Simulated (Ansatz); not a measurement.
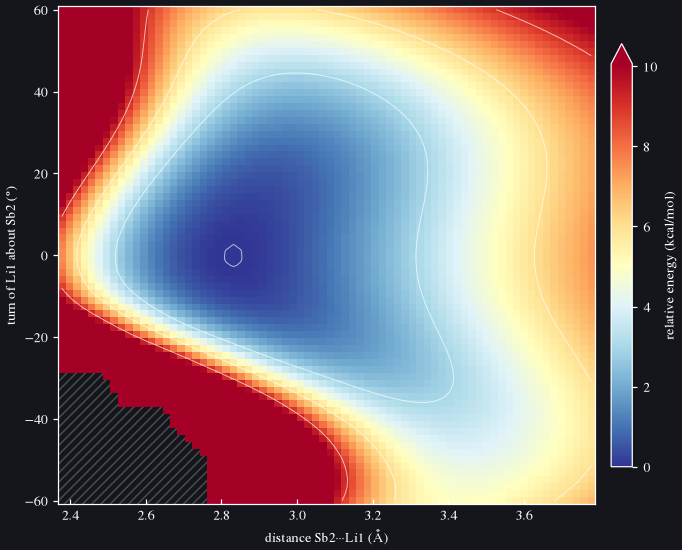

The pair Li···H₃Sb, charge +1. The turn is about an axis along (0.27, 0.95, −0.14) in the frame of the relaxed pair, normal to the line between the partners. The first coordinate is: distance Sb2···Li1; the second: turn of Li1 about Sb2. The scan uses a 15 × 15 grid. At 20 points there is no value (left out of the scan, as a rule where atoms come close). Points are written as (first, second). Energies: kcal/mol, counted from the lowest grid point. Theory: Ansatz, RHF-MP2, frozen core/def2-TZVPD.

In the figure: a smooth colour map with a few white contour lines, one colour for all values above the top of the scale, hatched blanks where no value was computed. Between grid points the surface is interpolated.

The lowest grid point is at (2.806 Å, 0.0°). No other kind of well shows on this grid. The highest grid point, (2.540 Å, −34.3°), lies 44.8 kcal/mol above the lowest. Round the minimum the two coordinates are nearly uncoupled.

The level of theory is changed to RKS PBE0-D4/def2-TZVPD in Ansatz 0.2.0; with it change the reference geometry, relaxed at the new level; the new grid has 15 × 15 points.

How does the landscape change?

The minimum (interpolated where it lies between grid points) moves from about (2.830 Å, 0°) to about (2.777 Å, 0°). The curvature at the minimum changes from about 1.9 to 2.2 eV/Å² along distance Sb2···Li1 and from about 0.52 to 0.92 eV/rad² along turn of Li1 about Sb2.

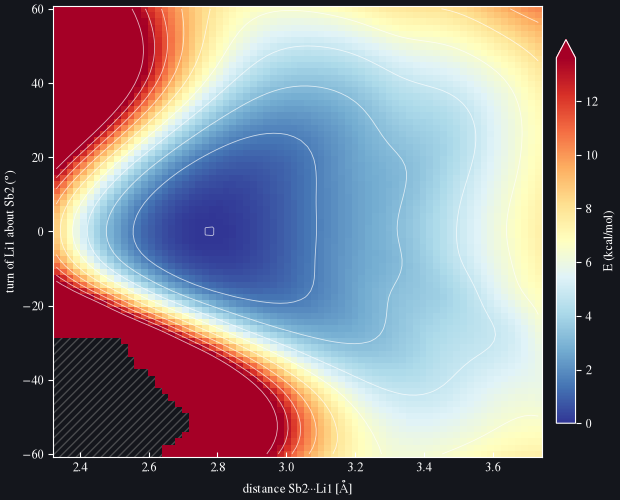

The map after the change, on a colour scale of its own. In the figure: a smooth colour map with a few white contour lines, one colour for all values above the top of the scale, hatched blanks where no value was computed. Between grid points the surface is interpolated.
